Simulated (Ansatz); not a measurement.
# CHAl (singlet): one geometry, many settings at scale of all distances = 0.873

What do other methods and options give for CHAl (singlet) at this geometry, and how long do they take?

The runs use Ansatz 0.2.0, Gaussian basis; the settings change from run to run.

15 further runs of the same task are left out: 1 for a known fault of the program, 11 that didn't finish, 3 set aside as unsound or not needed.

## 1. What is computed

The geometry derives from a PBE0/def2-TZVP stationary point (not a proven minimum). All distances are scaled together.

3 atoms, charge 0, spin multiplicity 1.

Atoms are counted from 1 here; the program's logs count them from 0.

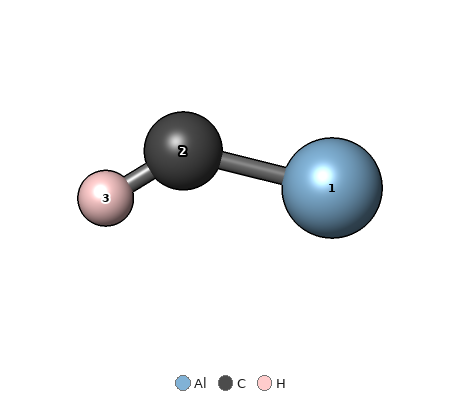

The structure; aluminium light blue, carbon dark grey, hydrogen pink; atoms are numbered from 1 in the order of the file.

## 2. CISD/cc-pVDZ

Input file in.yaml:

```yaml
crystal:
  periodic: [false, false, false]
  atoms:
    - {symbol: Al, position_ang: [0.000000, 0.029404, 0.542175]}
    - {symbol: C, position_ang: [0.000000, -0.109045, -1.067355]}
    - {symbol: H, position_ang: [0.000000, 0.512266, -1.794783]}
basis:
  gaussian: {orbitals: cc-pVDZ}
correlation: {active_space: {ras: {orbitals: [4, 0, 27], electrons: 8, max_holes: 2, max_particles: 2}, fixed_orbitals: true}}
```

Started as:

```console
ansatz run in.yaml --threads 1 --pin off --events-out ev --progress --plain --max-ram 2393MiB
```

The program printed:

```text
Functional definition: HF
  name "HF"
  cite "Fock, Z. Phys. 61, 126 (1930) doi:10.1007/BF01340294"
  parent pbe
  exchange = exact_x
  correlation = 0
357 factors; integrals over basis functions are off by at most 1.1e-3 eV
mean field evaluation 1: about -7615.4990 eV, gradient 4.0e1 eV
mean field evaluation 2: about -7615.5009 eV, gradient 4.0e1 eV
mean field evaluation 4: about -7621.9862 eV, gradient 4.4e0 eV
mean field evaluation 8: about -7622.6001 eV, gradient 1.2e-1 eV
mean field evaluation 16: about -7622.1572 eV, gradient 9.0e-2 eV
mean field evaluation 32: about -7622.5982 eV, gradient 1.1e-1 eV
mean field -7622.59995783 eV, -280.1253816664 hartree, gradient 2.1e-6 eV, S^2 0.000000; 7 other end points of the search recorded, 0 dependent functions left out
reference -7622.59995783 eV, -280.1253816664 hartree; 10, 10 occupied and 27, 27 virtual orbitals, 357 factors
state -7627.61460332 eV, -280.3096664891 hartree
Total energy: -7627.61460332 eV, -280.3096664891 hartree
```

Run time: 0.69 s. Hardware: 1 thread of Arm Neoverse V1, shared host.

From the report: 8,311 determinants.

## 3. CASCI(8,6)/6-31G

Input file in.yaml:

```yaml
crystal:
  periodic: [false, false, false]
  atoms:
    - {symbol: Al, position_ang: [0.000000, 0.029404, 0.542175]}
    - {symbol: C, position_ang: [0.000000, -0.109045, -1.067355]}
    - {symbol: H, position_ang: [0.000000, 0.512266, -1.794783]}
basis:
  gaussian: {orbitals: 6-31G}
correlation: {active_space: {window: {electrons: 8, orbitals: 6}, fixed_orbitals: true}}
scf: {lower_state_search: off}
```

Launched as before.

The program printed:

```text
Functional definition: HF
  name "HF"
  cite "Fock, Z. Phys. 61, 126 (1930) doi:10.1007/BF01340294"
  parent pbe
  exchange = exact_x
  correlation = 0
these checks for a lower state are left out or cut short: stability, starts, cluster_reference, orbital_swaps, neighbouring_geometries, increment
299 factors; integrals over basis functions are off by at most 2.5e-4 eV
mean field evaluation 1: about -7614.9024 eV, gradient 3.8e1 eV
mean field evaluation 2: about -7614.9062 eV, gradient 3.8e1 eV
mean field evaluation 4: about -7620.8123 eV, gradient 4.4e0 eV
mean field evaluation 8: about -7621.3737 eV, gradient 8.9e-2 eV
mean field -7621.37331073 eV, -280.0803032169 hartree, gradient 1.2e-6 eV, S^2 0.000000; 0 other end points of the search recorded, 0 dependent functions left out
reference -7621.37331073 eV, -280.0803032169 hartree; 10, 10 occupied and 14, 14 virtual orbitals, 299 factors
state -7622.11355861 eV, -280.1075068249 hartree
Total energy: -7622.11355861 eV, -280.1075068249 hartree
Checks for a lower state left out: stability, starts, cluster_reference, orbital_swaps, neighbouring_geometries, increment
```

Run time: 0.15 s. Hardware: 1 thread of Arm Neoverse V1, shared host.

From the report: 113 determinants; active occupations 2.00, 2.00, 1.95, 1.87, 0.13, 0.05.

## 4. CISD/aug-cc-pVDZ

Input file in.yaml:

```yaml
crystal:
  periodic: [false, false, false]
  atoms:
    - {symbol: Al, position_ang: [0.000000, 0.029404, 0.542175]}
    - {symbol: C, position_ang: [0.000000, -0.109045, -1.067355]}
    - {symbol: H, position_ang: [0.000000, 0.512266, -1.794783]}
basis:
  gaussian: {orbitals: aug-cc-pVDZ}
correlation: {active_space: {ras: {orbitals: [10, 0, 49], electrons: 20, max_holes: 2, max_particles: 2}, fixed_orbitals: true}}
accuracy: high
```

The command is unchanged.

The program printed:

```text
Functional definition: HF
  name "HF"
  cite "Fock, Z. Phys. 61, 126 (1930) doi:10.1007/BF01340294"
  parent pbe
  exchange = exact_x
  correlation = 0
1063 factors; integrals over basis functions are off by at most 3.2e-9 eV
mean field evaluation 1: about -7613.8093 eV, gradient 4.7e1 eV
mean field evaluation 2: about -7613.8123 eV, gradient 4.7e1 eV
mean field evaluation 4: about -7621.9568 eV, gradient 4.5e0 eV
mean field evaluation 8: about -7622.6715 eV, gradient 1.7e-1 eV
mean field evaluation 16: about -7617.8253 eV, gradient 2.5e1 eV
mean field evaluation 32: about -7622.4171 eV, gradient 3.7e0 eV
mean field -7622.67215416 eV, -280.1280348328 hartree, gradient 1.7e-8 eV, S^2 0.000000; 7 other end points of the search recorded, 0 dependent functions left out
reference -7622.67215416 eV, -280.1280348328 hartree; 10, 10 occupied and 49, 49 virtual orbitals, 1063 factors
state -7628.04154881 eV, -280.3253564465 hartree
Total energy: -7628.04154881 eV, -280.3253564465 hartree
```

Run time: 15 s. Hardware: 1 thread of Arm Neoverse V1, shared host.

From the report: 182,101 determinants.

## 5. BCCD(T) on UHF/aug-cc-pVDZ

Edit in.yaml of step 4 so:

```diff
@@ -8,3 +8,3 @@
   gaussian: {orbitals: aug-cc-pVDZ}
-correlation: {active_space: {ras: {orbitals: [10, 0, 49], electrons: 20, max_holes: 2, max_particles: 2}, fixed_orbitals: true}}
-accuracy: high
+magnetization: {spin_polarized: true, initial_magnetization: 0}
+correlation: {method: bccd_t, electrons: outside_noble_gas}
```

Launched as before.

The program printed (excerpt; [...] marks lines left out):

```text
Functional definition: HF
  name "HF"
  cite "Fock, Z. Phys. 61, 126 (1930) doi:10.1007/BF01340294"
  parent pbe
[...]
596 factors; integrals over basis functions are off by at most 8.8e-4 eV
[...]
mean field -7624.02831538 eV, -280.1778728382 hartree, gradient 6.9e-9 eV, S^2 1.245745; 23 other end points of the search recorded, 0 dependent functions left out
determinant -7624.02831538 eV, -280.1778728382 hartree, with singles and doubles -7628.65686440 eV, -280.3479688773 hartree
determinant -7623.83526073 eV, -280.1707782107 hartree, with singles and doubles -7628.45782117 eV, -280.3406541736 hartree
determinant -7623.69975772 eV, -280.1657985668 hartree, with singles and doubles -7628.45051826 eV, -280.3403857965 hartree
determinant -7623.66164491 eV, -280.1643979470 hartree, with singles and doubles -7628.56191184 eV, -280.3444794351 hartree
determinant -7622.69646653 eV, -280.1289282956 hartree, with singles and doubles -7627.41967056 eV, -280.3025028425 hartree
[...]
determinant -7623.66164491 eV, -280.1643979470 hartree, with singles and doubles -7628.61672197 eV, -280.3464936702 hartree
determinant -7622.67210486 eV, -280.1280330207 hartree, with singles and doubles -7628.42552768 eV, -280.3394674098 hartree
6 core orbitals not correlated: weight in the atoms' cores, before any rotation towards them, 1.000 or more for the frozen orbitals, at most 0.000 for the correlated occupied ones
reference -7624.02831538 eV, -280.1778728382 hartree; 4, 4 occupied and 49, 49 virtual orbitals, 596 factors
second order -3.54027592 eV of doubles, -0.00000000 eV of singles
cycle   1  -4.67697517 eV  change   -1.8e-2 eV  update   4.6e-2
[...]
cycle  20  -4.63390133 eV  change    2.4e-6 eV  update   2.4e-6
perturbative correction -0.25690598 eV, -0.0094411207 hartree
WARN: in the space of 8 natural orbitals, full CI finds another state of this spin 0.184 eV below this run's state, or below the method's energy where it doesn't find this run's state
WARN: the results are in doubt because among natural orbitals full CI differs from the method by +0.570 eV
Total energy: -7628.91912269 eV, -280.3576066919 hartree
In doubt: among natural orbitals full CI differs from the method by +0.570 eV
```

It took 25 s on 1 thread of Arm Neoverse V1, shared host.

From the report: ⟨S²⟩ of the determinant 1.246 (pure singlet: 0.00); correlation -4.8908 eV; largest double amplitude 0.08. The determinant is far from a pure spin state, so its energy mixes those of several spin states (harmless only where they are near-degenerate, as at dissociation). Mind the lines of doubt at the end of the log.

## 6. The runs in one table

Where basis and cores are those of an earlier FCI/6-31G run (-7625.8207 eV), and the state is the same kind, the miss against it is given. † marks a result that the program doubts.

| level | correlated | functions | energy (eV) | from FCI (meV) | time |
| --- | --- | --- | --- | --- | --- |
| CISD/cc-pVDZ | outside noble gas | 37 | -7627.6146 |  | 0.69 s |
| CASCI(8,6)/6-31G |  | 24 | -7622.1136 | 3707.1 | 0.15 s |
| CISD/aug-cc-pVDZ | all | 59 | -7628.0415 |  | 15 s |
| BCCD(T) on UHF/aug-cc-pVDZ † | outside noble gas | 59 | -7628.9191 |  | 25 s |

## 7. Outcome

| quantity | value |
| --- | --- |
| runs | 4 |
| quickest | CASCI(8,6)/6-31G, 0.15 s |
| slowest | BCCD(T) on UHF/aug-cc-pVDZ †, 25 s |

What this shows: Total energies in different bases, with other cores or another treatment of relativity can't be set against each other. BCCD(T) on UHF/aug-cc-pVDZ † took 163 times as long as CASCI(8,6)/6-31G; the jobs differ in more than the method. Hartree-Fock, CASSCF and CASCI lack dynamic correlation by design.
